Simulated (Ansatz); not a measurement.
System: CH$_{2}$Cl$_{2}$FGe (SMILES F[CH2][Ge+]([Cl])[Cl]) (charge +1).

Input

```
crystal:
  periodic: [false, false, false]
  atoms:
    - {symbol: C, position_ang: [-1.357835, -1.052987, 1.752905]}
    - {symbol: Cl, position_ang: [-0.320978, -3.339425, -0.819974]}
    - {symbol: Cl, position_ang: [-2.234453, -0.475159, -1.664713]}
    - {symbol: F, position_ang: [-2.050665, 0.085765, 1.841974]}
    - {symbol: Ge, position_ang: [-1.303747, -1.608370, -0.180529]}
    - {symbol: H, position_ang: [-1.838641, -1.891292, 2.289386]}
    - {symbol: H, position_ang: [-0.301880, -0.938278, 2.058789]}
basis:
  gaussian:
    orbitals: def2-TZVPD
total_charge: 1
hamiltonian:
  xc: pbe0
output:
  forces: true
  orbitals: {seedname: orbitals}
```

Launched as:

```sh
ansatz run input.yaml --threads 2 --pin off --max-ram 4350MiB --events-out events.jsonl --progress --plain --runs-dir runs
```

Geometry: B3LYP-D3(BJ)/def2-SVP.

The calculation used isolated molecule in a Gaussian basis; Kohn-Sham density functional theory, functional PBE0 (Ansatz 0.2.0).

### What can the converged electron density and electron localisation function tell about the bonding?

C–F (1.34 Å): the density is about 2.3 e/Å³ at the midpoint; the ELF peaks at about 0.85 between the atoms; a shared but strongly polarised pair.
C–Ge (2.01 Å): ρ at the midpoint is about 0.83 e/Å³; the ELF peaks at about 0.90 in the valence shell of C, 0.8 Å from its nucleus, and is about 0.80 at the midpoint.
Ge–Cl (2.09 Å): ρ at the midpoint is about 0.88 e/Å³; the ELF peaks at about 0.80 in the valence shell of Cl, 0.9 Å from its nucleus, and is about 0.70 at the midpoint.

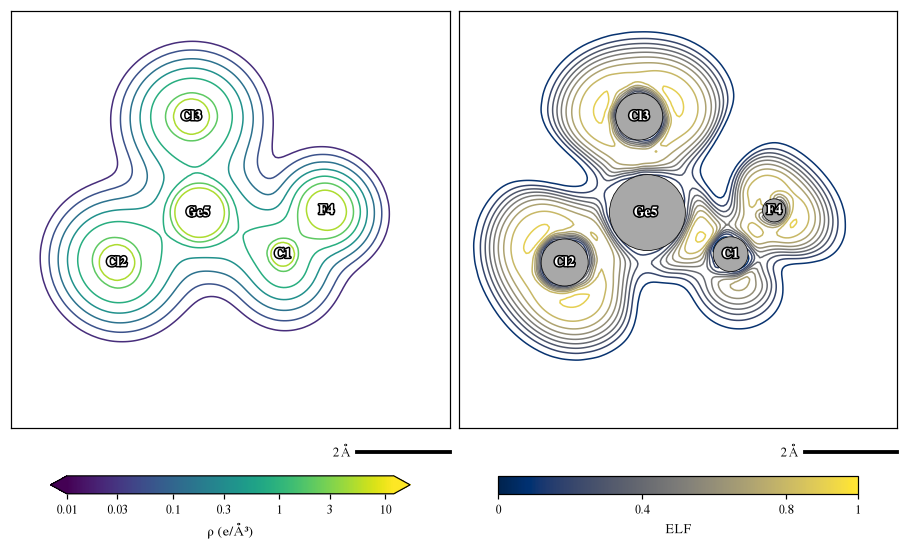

Computed electron density and electron localisation function on the plane of atoms C1, Ge5 and Cl3, in this order. Grey discs cover the atomic cores in the ELF map. 
